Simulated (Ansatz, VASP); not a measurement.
# Ni (Nickel) in two plane-wave programs

Aim: how closely do two programs agree when they are given the same cell, functional and k mesh?

Method: plane waves, with VASP 6.6.1 beside it; single point at PBE and band structure at PBE, in Ansatz 0.2.0.

## Step 1: Starting point

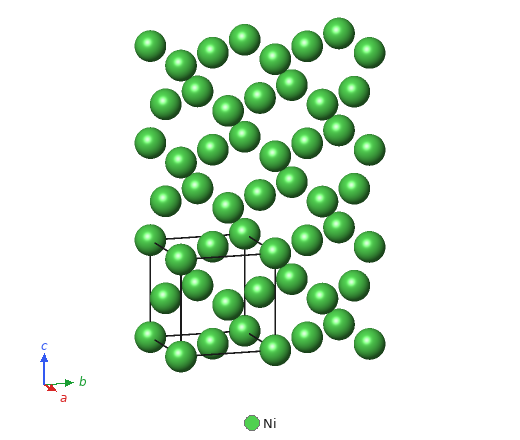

The starting structure, seen slightly off an axis (nickel green). 1×2×3 cells are drawn. This picture shows the conventional cell, with its axes. Some periodic images of atoms are drawn too.

## Step 2: Ansatz: single point, PBE

Ansatz runs on its default PAW (the set named soft_2) files.

A single point gives forces, pressure and levels at one fixed geometry, so differences don't come from the geometry; what else differs is listed under the comparison.

The input, input.yaml:

```yaml
crystal:
  lattice:
    - [0.0, 1.761935, 1.761935]
    - [1.761935, 0.0, 1.761935]
    - [1.761935, 1.761935, 0.0]
  atoms:
    - { symbol: Ni, position: [0.0, 0.0, 0.0], spin: 1.0 }
hamiltonian:
  xc: pbe
  pseudopotentials: { kind: paw }
magnetization:
  spin_polarized: true
kpoints:
  mp_grid: { grid: [9, 9, 9] }
scf:
  occupations: { method: fermi_dirac, width: 0.05 }
  n_extra_bands: 6
output:
  forces: true
  stress: true
  eigenvalues: true
```

On the command line:

```console
ansatz run input.yaml --threads 2 --pin off --max-ram 4608MiB --backend cpu --events-out ev --progress --plain --runs-dir out
```

Numbers of over 12 decimals in the logs are rounded to 6 here.

The log of the run:

```text
scf.n_extra_bands = 6 over 9 filled bands (N_el = 18.0): the run solves 15 bands
Engine: ansatz 0.2.0, aarch64-unknown-linux-gnu
Pseudopotentials: kind: paw
Pseudopotential: Ni, paw, valence charge 18, recommended cutoff 420 eV (normal), Ni.paw.azcp
Functional definition: PBE
  parameter kappa = 0.804
  parameter beta = 0.066725
  exchange = pbe_x(kappa = kappa, mu = beta*pi^2/3)
  correlation = pbe_c(beta = beta)
Crystal: 1 atoms, lattice volume = 10.940 Å³
Basis set: ecut = 420 eV, 181 PW (Γ), exchange–correlation on 36×36×36 points (8 copies of the dense FFT grid, shifted against one another)
Bands: 15, of which v1, the nominal top of the filled ones, is band 9 counted from 1 (8 counted from 0)
Symmetry: 48 space group operations
Space group: Fm-3m (ITA 225), of the structure as read, at distance tolerance 2.2e-5 Å
Magnetic group: BNS 225.116 (UNI 1618), of the structure as read, at distance tolerance 2.2e-5 Å
k-points: 35 of 729
Non-local potential: Ni, projectors of the file, l = 0: 3, l = 1: 2, l = 2: 3, l = 3: 1
PAW form: soft (Blöchl's): semilocal exchange-correlation on the pseudo side does not see the compensation charge
PAW one-centre angular grid: Ni, 590 points (default); XC on 64 Gauss nodes
Initial density: superposition of atomic densities (chi_scale 0.1, normalization cell)
Starting moments: Σ|m| = 1 μB on 1 of 1 site
Initial wavefunctions: pseudopotential atomic-orbital guess
Functional: x = pbe(κ = 0.804, μ = 0.219515), c = pbe(β = 0.066725)
SCF iter   1: F=—  HF=-5839.030101 eV  |F-HF|=—  |Δ(HF+E_count)|=         —  Δρ=6.94e-2 (↑3.35e-2 ↓6.94e-2)  dr2=7.02e-1  dr2_m=3.45e-2  M=0.933 μB ∫|m|=0.992 μB  β_m=0.30  ethr=3.10e-3  ⟨swp⟩=5.6  Hψ=5479  notcnv=0
Mixer restart at iter 1: flushing history
preconditioner: auto → none  [metal: Δε(μ)=0.035 eV  Ē_g=18.351 eV  σ=0.050 eV  W_gap=0.17  n_scr=0 (ndim 8)  ℏωp=35.5 eV  f_vac=0.000  D(μ)=1.34/eV (n_scr^D=14)]
SCF iter   2: F=—  HF=-5838.882166 eV  |F-HF|=—  |Δ(HF+E_count)|=   1.48e-1  Δρ=4.43e-2 (↑3.71e-2 ↓4.43e-2)  dr2=3.26e-1  dr2_m=8.20e-3  M=0.819 μB ∫|m|=0.884 μB  β_m=0.24  ethr=3.10e-3  ⟨swp⟩=2.7  Hψ=2155  notcnv=0  defer=84
SCF iter   3: F=—  HF=-5839.037767 eV  |F-HF|=—  |Δ(HF+E_count)|=   1.56e-1  Δρ=1.72e-2 (↑1.39e-2 ↓1.72e-2)  dr2=2.98e-2  dr2_m=4.94e-3  M=0.829 μB ∫|m|=0.899 μB  β_m=0.62  ethr=1.81e-3  ⟨swp⟩=2.4  Hψ=1706  notcnv=0  defer=83
SCF iter   4: F=—  HF=-5839.631831 eV  |F-HF|=—  |Δ(HF+E_count)|=   5.94e-1  Δρ=5.91e-2 (↑1.91e-2 ↓5.91e-2)  dr2=1.18e-1  dr2_m=1.46e-1  M=0.569 μB ∫|m|=0.666 μB  β_m=0.55  ethr=1.66e-4  ⟨swp⟩=2.4  Hψ=1919  notcnv=0  defer=85
SCF iter   5: F=—  HF=-5839.601405 eV  |F-HF|=—  |Δ(HF+E_count)|=   3.04e-2  Δρ=4.86e-2 (↑1.00e-2 ↓4.86e-2)  dr2=1.22e-1  dr2_m=7.38e-2  M=0.565 μB ∫|m|=0.657 μB  β_m=0.11  ethr=1.66e-4  ⟨swp⟩=1.5  Hψ=1480  notcnv=0  defer=85
SCF iter   6: F=—  HF=-5839.439814 eV  |F-HF|=—  |Δ(HF+E_count)|=   1.62e-1  Δρ=7.90e-3 (↑4.22e-3 ↓7.90e-3)  dr2=1.10e-3  dr2_m=2.01e-3  M=0.638 μB ∫|m|=0.715 μB  β_m=0.14  ethr=1.66e-4  ⟨swp⟩=2.0  Hψ=1477  notcnv=0  defer=86
SCF iter   7: F=—  HF=-5839.513288 eV  |F-HF|=—  |Δ(HF+E_count)|=   7.35e-2  Δρ=1.17e-2 (↑1.17e-2 ↓1.01e-2)  dr2=1.10e-3  dr2_m=1.03e-2  M=0.580 μB ∫|m|=0.659 μB  β_m=0.82  ethr=6.09e-6  ⟨swp⟩=1.6  Hψ=1613  notcnv=0  defer=84
SCF iter   8: F=—  HF=-5839.735462 eV  |F-HF|=—  |Δ(HF+E_count)|=   2.22e-1  Δρ=3.14e-2 (↑3.14e-2 ↓1.79e-2)  dr2=1.25e-2  dr2_m=6.04e-2  M=0.510 μB ∫|m|=0.602 μB  β_m=0.91  ethr=6.09e-6  ⟨swp⟩=2.1  Hψ=2043  notcnv=0  defer=86  recentre
SCF iter   9: F=-5839.731029 eV  HF=-5839.731591 eV  |F-HF|=5.62e-4  |Δ(HF+E_count)|=   3.87e-3  Δρ=2.77e-3 (↑7.52e-4 ↓2.77e-3)  dr2=7.72e-4  dr2_m=1.22e-4  M=0.516 μB ∫|m|=0.615 μB  β_m=0.78  ethr=6.09e-6  ⟨swp⟩=2.3  Hψ=2136  notcnv=0  defer=86
SCF iter  10: F=-5839.731352 eV  HF=-5839.731374 eV  |F-HF|=2.23e-5  |Δ(HF+E_count)|=   2.17e-4  Δρ=1.75e-3 (↑3.38e-4 ↓1.75e-3)  dr2=2.42e-4  dr2_m=6.71e-5  M=0.517 μB ∫|m|=0.616 μB  β_m=0.89  ethr=4.29e-6  ⟨swp⟩=1.0  Hψ=1074  notcnv=0  defer=86
SCF iter  11: F=-5839.731447 eV  HF=-5839.731469 eV  |F-HF|=2.22e-5  |Δ(HF+E_count)|=   9.47e-5  Δρ=4.96e-4 (↑4.96e-4 ↓3.67e-4)  dr2=4.68e-5  dr2_m=6.01e-7  M=0.516 μB ∫|m|=0.615 μB  β_m=0.95  ethr=1.34e-6  ⟨swp⟩=1.2  Hψ=1101  notcnv=0  defer=86
SCF iter  12: F=-5839.731473 eV  HF=-5839.731473 eV  |F-HF|=1.23e-7  |Δ(HF+E_count)|=   4.52e-6  Δρ=3.50e-5 (↑3.50e-5 ↓3.13e-5)  dr2=2.71e-7  dr2_m=4.89e-9  M=0.516 μB ∫|m|=0.615 μB  β_m=0.97  ethr=2.60e-7  ⟨swp⟩=2.1  Hψ=1303  notcnv=0  defer=86
SCF iter  13: F=-5839.731473 eV  HF=-5839.731473 eV  |F-HF|=4.29e-9  |Δ(HF+E_count)|=   4.99e-8  Δρ=1.70e-5 (↑7.79e-6 ↓1.70e-5)  dr2=5.56e-9  dr2_m=1.51e-8  M=0.516 μB ∫|m|=0.615 μB  β_m=0.99  ethr=1.51e-9  ⟨swp⟩=2.4  Hψ=1580  notcnv=0  defer=86
SCF iter  14: F=-5839.731473 eV  HF=-5839.731473 eV  |F-HF|=6.28e-11  |Δ(HF+E_count)|=  3.28e-10  Δρ=1.39e-6 (↑5.10e-7 ↓1.39e-6)  dr2=4.08e-11  dr2_m=8.23e-11  M=0.516 μB ∫|m|=0.615 μB  ethr=3.09e-11  ⟨swp⟩=5.8  Hψ=4072  notcnv=0
SCF 1 converged in 14 iterations: F = -5839.731473 eV  dr2 = 4.08e-11
  greatest PAW one-centre occupation: 1.001 electrons in one spin orbital (limit 2), on the Ni atom at site 0 (counted from 0), in its partial waves of l = 1
at 2 of the mixer's solves, the last at iteration 9, it left a direction of its history that read negative out of its fit and stepped the other way along it
SCF converged after 14 iterations
Magnetization: 0.5159 μB (9.2579 up, 8.7421 down)
Absolute magnetization: 0.6159 μB (∫|ρ↑−ρ↓|, with the PAW one-centre terms)
Spin contamination: 0.0055 ħ² per cell (⟨S²⟩ above its minimum at these occupations)
Per-site moments (μB) at R_I (Å): [(0.556608, 1.027848)]
Free energy (F): -5839.731473 eV
Harris-Foulkes:  -5839.731473 eV  (|F-HF|=6.28e-11)
Internal energy: -5839.718860 eV  (E = F + TS)
E sigma→0 (E₀):  -5839.725167 eV
Entropy (-TS):   -0.012613 eV (-12.613 meV/atom)
Fermi energy:    18.036655 eV
--- Per-component energies (eV) ---
  E_band       = -286.095131
  E_kinetic    = 282.102208
  E_local      = -3446.511010  (includes V_loc(G=0)·N_el)
  E_nonlocal   = 635.710018
  E_hartree    = 1438.632747
  E_xc         = -84.739314
  E_vxc        = -109.267114  (∫ρ·V_xc dr)
  E_paw        = -1629.812669  (= ΣΔE_a)
  E_vpaw       = -525.394873  (= ΣTr[D̂ρ^β])
  E_aug_tail   = 0.000604  (compensation charges beyond the density's cutoff)
  E_ewald      = -3035.101444
  E_smearing   = -0.012613  (= −TS)
  E_closure    = -0.000000  (closes the sum)
  Σ components = -5839.731473   (vs F -5839.731473, Δ=0.00e0)
--- Forces (eV/Å), atoms counted from 1 ---
  atom   1  Ni    -0.00000000     0.00000000     0.00000000
  max |Σ_I F_I| component: 6.57e-32 eV/Å
--- Stress (GPa, compression-positive) ---
       -1.693842       0.000000      -0.000000
        0.000000      -1.693842      -0.000000
        0.000000      -0.000000      -1.693842
  P = ⅓ Tr σ = -1.6938 GPa (-16.938 kbar)
--- Band table (eV; the first three rows and the last of 70) ---
  k-point 0 ↑: bands = [... 5 lower, 15.6771, 15.6771, 15.6771, 16.8646, 16.8646, 41.5073, 45.4451, 45.4451, ... 2 higher]
  k-point 1 ↑: bands = [... 5 lower, 15.5596, 15.7761, 15.7761, 16.8274, 16.8274, 39.2911, 42.6797, 44.4915, ... 2 higher]
  k-point 2 ↑: bands = [... 5 lower, 15.3561, 15.9078, 15.9078, 16.8717, 16.8717, 33.7291, 41.8517, 43.4159, ... 2 higher]
  k-point 34 ↓: bands = [... 5 lower, 15.3217, 15.7111, 17.2912, 18.3166, 23.7901, 26.9083, 28.9144, 29.9993, ... 2 higher]
```

Wall time 2 s (2 threads of Arm Neoverse N1, shared host); peak memory 0.25 GiB; 3.2 s of CPU time.

The run ends at a pressure of -1.69 GPa.

## Step 3: VASP: single point, PBE

The same cell, functional, mesh and smearing now go to VASP, with its own data sets and cutoff.

Lines of VASP's logs that name or quote its potential files are left out, and so is its time.

The input, INCAR:

```
SYSTEM = Ni
PREC = Accurate
ENCUT = 400
EDIFF = 1E-06
NELM = 100
ISMEAR = -1
SIGMA = 0.05
LREAL = .FALSE.
ALGO = Normal
GGA = PE
NBANDS = 12
ISPIN = 2
MAGMOM = 1
LASPH = .TRUE.
LMAXMIX = 4
LORBIT = 11
LWAVE = .FALSE.
LCHARG = .TRUE.
ISIF = 2
LELF = .TRUE.
LVHAR = .TRUE.
```

The input, POSCAR:

```
Ni
1.0
    0.0000000000      1.7619350000      1.7619350000
    1.7619350000      0.0000000000      1.7619350000
    1.7619350000      1.7619350000      0.0000000000
Ni
1
Direct
    0.0000000000      0.0000000000      0.0000000000
```

The input, KPOINTS:

```
Automatic mesh
0
Gamma
9 9 9
0 0 0
```

The projector-augmented-wave data sets are Ni (PBE family, release 64).

On the command line:

```console
mpirun -np 2 vasp_std
```

The log of the run:

```text
[banner, memory and clock lines left out]
running    2 mpi-ranks, on    1 nodes
 distrk:  each k-point on    2 cores,    1 groups
 distr:  one band on    1 cores,    2 groups

 POSCAR found type information on POSCAR Ni
 POSCAR found :  1 types and       1 ions
 LDA part: xc-table for (Slater+PW92), standard interpolation
 POSCAR, INCAR and KPOINTS ok, starting setup
 FFT: planning ... GRIDC
 FFT: planning ... GRID_SOFT
 FFT: planning ... GRID
 WAVECAR not read
 entering main loop
       N       E                     dE             d eps       ncg     rms          rms(c)
DAV:   1     0.245902361453E+02    0.24590E+02   -0.38655E+03  1832   0.884E+02
DAV:   2    -0.571287476670E+01   -0.30303E+02   -0.28378E+02  1780   0.150E+02
DAV:   3    -0.648818491374E+01   -0.77531E+00   -0.77334E+00  1936   0.271E+01
DAV:   4    -0.649438872764E+01   -0.62038E-02   -0.62030E-02  1960   0.209E+00
DAV:   5    -0.649451459774E+01   -0.12587E-03   -0.12587E-03  1972   0.282E-01    0.991E+00
DAV:   6    -0.583142801568E+01    0.66309E+00   -0.14380E+01  2120   0.504E+01    0.636E+00
DAV:   7    -0.550090162833E+01    0.33053E+00   -0.26521E+00  2108   0.197E+01    0.181E+00
DAV:   8    -0.548592896211E+01    0.14973E-01   -0.20342E-02  2132   0.121E+00    0.930E-01
DAV:   9    -0.548364390073E+01    0.22851E-02   -0.13334E-03  2432   0.277E-01    0.286E-01
DAV:  10    -0.548293676908E+01    0.70713E-03   -0.12950E-03  2208   0.251E-01    0.516E-02
DAV:  11    -0.548294243722E+01   -0.56681E-05   -0.10994E-05  1864   0.340E-02    0.270E-02
DAV:  12    -0.548294352168E+01   -0.10845E-05   -0.38938E-06  1580   0.130E-02    0.949E-03
DAV:  13    -0.548294339140E+01    0.13029E-06   -0.40848E-07  1044   0.914E-03
   1 F= -.54829434E+01 E0= -.54765930E+01  d E =-.127007E-01  mag=     0.5110
```

From OUTCAR (step 3):

```text
ion  position               nearest neighbor table
   1  0.000  0.000  0.000-

  LATTYP: Found a face centered cubic cell.
 ALAT       =     3.5238700000

 Subroutine GETGRP returns: Found 48 space group operations
 (whereof 48 operations were pure point group operations)

The static configuration has the point symmetry O_h .

 Found     35 irreducible k-points:

   k-points           NKPTS =     35   k-points in BZ     NKDIM =     35   number of bands    NBANDS=     12

   dimension x,y,z NGX =    16 NGY =   16 NGZ =   16
   dimension x,y,z NGXF=    32 NGYF=   32 NGZF=   32

   ENCUT  =  400.0 eV  29.40 Ry    5.42 a.u.   4.06  4.06  4.06*2*pi/ulx,y,z

   NELECT =      10.0000    total number of electrons

 k-points in reciprocal lattice and weights: Automatic mesh
   0.00000000  0.00000000  0.00000000       0.001
   0.11111111  0.00000000  0.00000000       0.011
   0.22222222  0.00000000  0.00000000       0.011
   0.33333333  0.00000000  0.00000000       0.011
   0.44444444  0.00000000  0.00000000       0.011
   0.11111111  0.11111111  0.00000000       0.008
   0.22222222  0.11111111  0.00000000       0.033
   0.33333333  0.11111111  0.00000000       0.033
   0.44444444  0.11111111  0.00000000       0.033
[...]
-0.33333333  0.44444444  0.11111111       0.033
  -0.33333333  0.44444444  0.22222222       0.033

 average (electrostatic) potential at core
       1 -82.0635

 E-fermi :   9.2725

 spin component 1
 k-point     1 :       0.0000    0.0000    0.0000
  band No.  band energies     occupation
    ...
      2       6.9452      1.00000
      3       6.9452      1.00000
      4       6.9452      1.00000
      5       8.1177      1.00000
      6       8.1177      1.00000
      7      32.9833      0.00000
      8      36.8083      0.00000
      9      36.8084      0.00000
     10      36.8084      0.00000
     11      39.7402      0.00000
    ...

 k-point     2 :       0.1111    0.0000    0.0000
  band No.  band energies     occupation
    ...
      2       6.8297      1.00000
      3       7.0433      1.00000
      4       7.0433      1.00000
      5       8.0810      1.00000
      6       8.0810      1.00000
      7      30.7176      0.00000
      8      34.1158      0.00000
      9      35.9263      0.00000
     10      35.9263      0.00000
     11      40.9326      0.00000
    ...

 k-point     3 :       0.2222    0.0000    0.0000
  band No.  band energies     occupation
    ...
      2       6.6317      1.00000
      3       7.1731      1.00000
      4       7.1731      1.00000
      5       8.1245      1.00000
      6       8.1245      1.00000
      7      25.0802      0.00000
      8      33.3157      0.00000
      9      34.8524      0.00000
     10      34.8524      0.00000
     11      40.8632      0.00000
    ...

 k-point     4 :       0.3333    0.0000    0.0000
  band No.  band energies     occupation
    ...
      2       6.9408      1.00000
      3       7.0970      1.00000
      4       7.0970      1.00000
      5       8.4341      1.00000
      6       8.4341      1.00000
      7      19.7798      0.00000
      8      32.2929      0.00000
      9      34.1944      0.00000
     10      34.1944      0.00000
     11      38.4547      0.00000
    ...

 k-point     5 :       0.4444    0.0000    0.0000
  band No.  band energies     occupation
    ...
      2       6.9819      1.00000
      3       6.9819      1.00000
      4       8.5436      1.00000
      5       8.7246      0.99998
      6       8.7246      0.99998
      7      15.7188      0.00000
      8      31.5737      0.00000
      9      33.9229      0.00000
     10      33.9229      0.00000
     11      36.9785      0.00000
    ...

 k-point     6 :       0.1111    0.1111    0.0000
  band No.  band energies     occupation
    ...
      2       6.7243      1.00000
      3       7.1218      1.00000
      4       7.1218      1.00000
      5       7.9174      1.00000
      6       8.1980      1.00000
      7      31.8888      0.00000
      8      33.4543      0.00000
      9      33.4543      0.00000
     10      34.5227      0.00000
     11      41.7017      0.00000
    ...

  Total       -0.1566813     -0.1566813     -0.1566813      0.0000000      0.0000000      0.0000000
  in kB      -22.9471090    -22.9471090    -22.9471090      0.0000000      0.0000000      0.0000000
  external PRESSURE =     -22.9471090 kB  Pullay stress =       0.0000000 kB

  energy-cutoff  :      400.00
  volume of cell :       10.94
      direct lattice vectors                 reciprocal lattice vectors
     0.000000000  1.761935000  1.761935000    -0.283778914  0.283778914  0.283778914
     1.761935000  0.000000000  1.761935000     0.283778914 -0.283778914  0.283778914
     1.761935000  1.761935000  0.000000000     0.283778914  0.283778914 -0.283778914

 POSITION                                       TOTAL-FORCE (eV/Angst)
 -----------------------------------------------------------------------------------
      0.00000      0.00000      0.00000         0.000000      0.000000      0.000000
 -----------------------------------------------------------------------------------
    total drift:                                0.000000     -0.000000     -0.000000

  FREE ENERGIE OF THE ION-ELECTRON SYSTEM (eV)
  ---------------------------------------------------
  free  energy   TOTEN  =        -5.4829433914 eV

  energy  without entropy=       -5.4702426881  energy(sigma->0) =       -5.47659304

 total charge
# of ion       s       p       d       tot
------------------------------------------
    1        0.493   0.492   8.313   9.298

 magnetization (x)
# of ion       s       p       d       tot
------------------------------------------
    1       -0.010  -0.028   0.563   0.525

[... 6 further parts left out ...]
```

The run ends at a pressure of -2.29 GPa.

## Step 4: Differences

Known differences besides the PAW data sets themselves: the data sets hold 18 valence electrons in Ansatz (default PAW (the set named soft_2) files) and 10 in VASP; the cutoff is 420 eV in Ansatz and 400 eV in VASP; site moments are counted in spheres of each program's own size. Total energies have different zeros and are not compared.

Compared:

| quantity | Ansatz | VASP | difference |
| --- | --- | --- | --- |
| pressure (GPa) | -1.69 | -2.29 | +0.60 |
| total moment (μB) | 0.52 | 0.51 | 0.00 |
| moment on Ni1 (μB) | 0.56 | 0.53 | +0.03 |

Ansatz's pressure holds a Pulay correction of 0.06 GPa; VASP's holds none.

(Part 1 of 2 ends here.)

[Lines on the potential files, build, host, timing and source positions are cut from VASP's logs without a mark.]

[Logs are printed without paths, hosts, clocks, repeated set-up lines and the standing remarks that a program may print on its own settings, such as how far it seeks lower states.]

[Hosts, paths, dates, database ids (printed as entryN), source tags and the programs' standing remarks are cut or masked in the printed files.]
